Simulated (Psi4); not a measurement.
Interaction energy of C3H6O ··· H4Ge (SMILES CC(C)=O and [GeH4]). Monomers: optimised at B3LYP-D3(BJ) (def2-TZVP), held rigid. Orientation: lowest of the rigid-body minima from ten starts at GFN2-xTB. The monomers approach along the line of their centres of mass (distance R); nothing else relaxes.

Method: SAPT0/jun-cc-pVDZ, frozen core run with Psi4.

Components in kJ/mol:

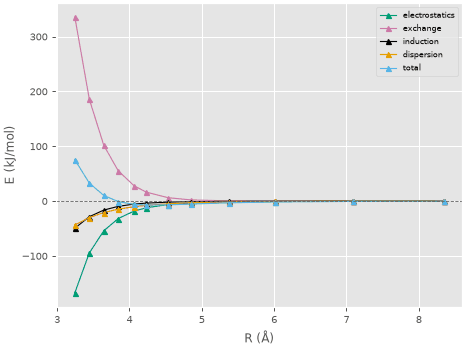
Figure: Components of the interaction energy.

```tsv
R / Å	electrostatics	exchange	induction	dispersion	total
3.24	-167.28	335.60	-49.47	-43.41	75.43
3.44	-94.59	185.93	-28.48	-29.98	32.88
3.64	-54.26	101.85	-16.39	-20.90	10.29
3.84	-31.79	55.24	-9.61	-14.74	-0.89
4.06	-18.19	27.85	-5.51	-10.18	-6.03
4.23	-12.11	16.26	-3.68	-7.73	-7.26
4.53	-6.29	6.17	-1.90	-4.85	-6.88
4.84	-3.51	2.22	-1.03	-3.08	-5.41
5.37	-1.58	0.38	-0.43	-1.50	-3.14
6.01	-0.75	0.04	-0.18	-0.70	-1.59
7.08	-0.28	0.00	-0.06	-0.24	-0.58
8.34	-0.11	0.00	-0.02	-0.08	-0.22
```
